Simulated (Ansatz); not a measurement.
**Redistribution: C4H3F3 + CHBrCl2 → C4H4F2 + CBrCl2F**

Species: C4H3F3 `FC1=CC(F)(F)C1`, singlet; CHBrCl2 (bromodichloromethane) `ClC(Cl)Br`, singlet; C4H4F2 `FC1=CC(F)C1`, singlet; CBrCl2F (bromodichlorofluoromethane) `FC(Cl)(Cl)Br`, singlet. The partners trade F for H; both sit on C, so the bond types are kept.

Shapes, held fixed at every level: PBE0-D4/def2-TZVP. Programs: Ansatz 0.2.0. The zero-point and thermal change to 298 K, harmonic and unscaled (PBE0-D4/def2-TZVP), is -1.2 kJ/mol.

```tsv
level	kind	ΔH(298 K) (kJ/mol)	less CCSD(T)/def2-TZVPP
HF/def2-TZVPP	Hartree–Fock	+56.7	+13.6
PBE-D4/def2-TZVPP	GGA	+33.0	-10.1
r2SCAN-D4/def2-TZVPP	meta-GGA	+36.2	-6.9
wB97M-V/def2-TZVPP	range-separated hybrid	+39.8	-3.3
MP2/def2-TZVPP	perturbation theory	+41.2	-1.9
CCSD(T)/def2-SVP	coupled cluster or CI	+40.2	-2.9
CCSD/def2-TZVPP	coupled cluster or CI	+45.9	+2.8
CCSD(T)/def2-TZVPP	coupled cluster or CI	+43.1	0.0
```

The highest level, CCSD(T)/def2-TZVPP, gives ΔH(298 K) = +43.1 kJ/mol; the levels span +33.0 to +56.7. The column of differences is taken from that level and isn't an error. No measured value is set beside it here. Relativity is left out for Br. Outer-core shells of Br are correlated in most correlated rows, in sets that cover them unevenly.

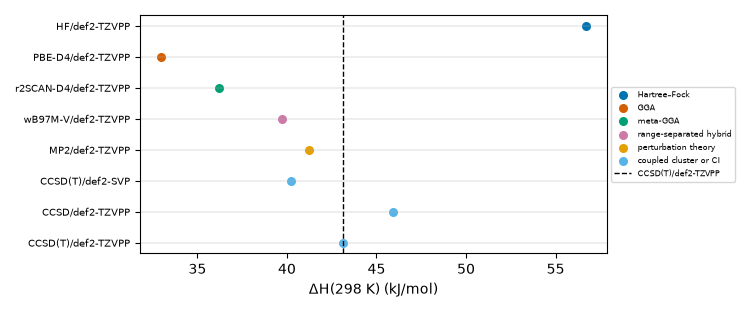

The values of the table, level by level.
